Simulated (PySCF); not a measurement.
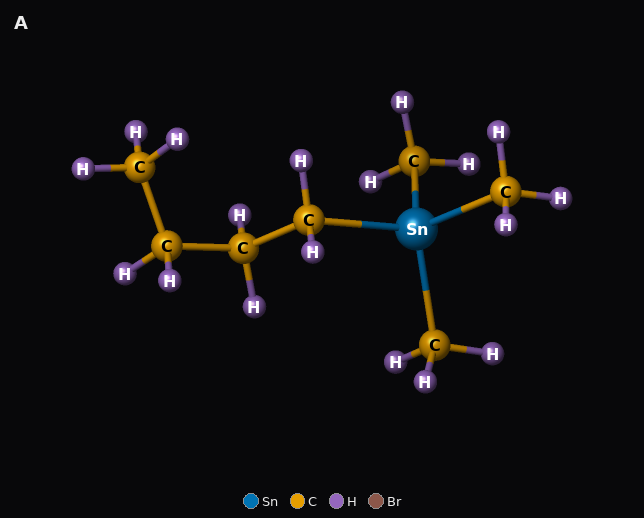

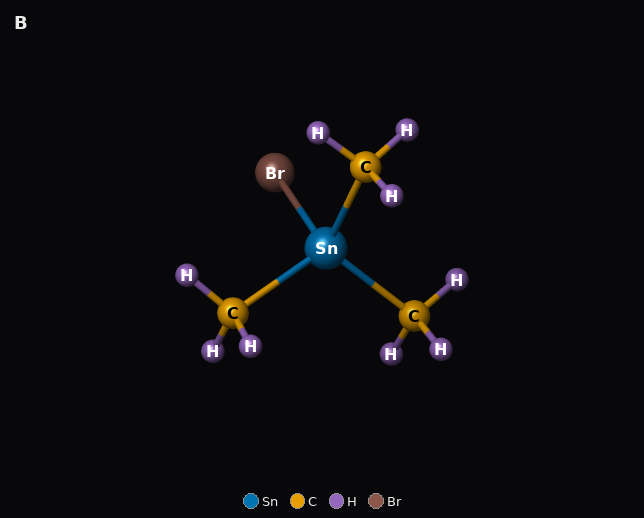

Two related species, optimised with PBE0-D3(BJ)/def2-SVP; properties computed with PySCF 2.14.0. Both: charge 0, singlet.

Question: Identify both.

Answer: A is SnMe3(nBu), B is SnBrMe3.

Compare them. With B3LYP/def2-SVPD, core potentials on Sn: dipole moment (D), HOMO–LUMO gap (eV), HOMO energy (Kohn–Sham orbital) (eV), lowest vertical singlet excitation (eV), mean static polarisability (bohr³). With PBE0-D3(BJ)/def2-SVP: mean Sn–C length (Å).

```json
{"quantity": "dipole moment (D)", "A": "0.13", "B": "3.44"}
{"quantity": "HOMO–LUMO gap (eV)", "A": "6.91", "B": "6.74"}
{"quantity": "HOMO energy (Kohn–Sham orbital) (eV)", "A": "−7.02", "B": "−7.38"}
{"quantity": "lowest vertical singlet excitation (eV)", "A": "6.16", "B": "5.76"}
{"quantity": "mean static polarisability (bohr³)", "A": "130.7", "B": "102.8"}
{"quantity": "mean Sn–C length (Å)", "A": "2.160", "B": "2.145"}
```

Each is one conformer, and no frequency run is at hand to confirm it as a minimum.
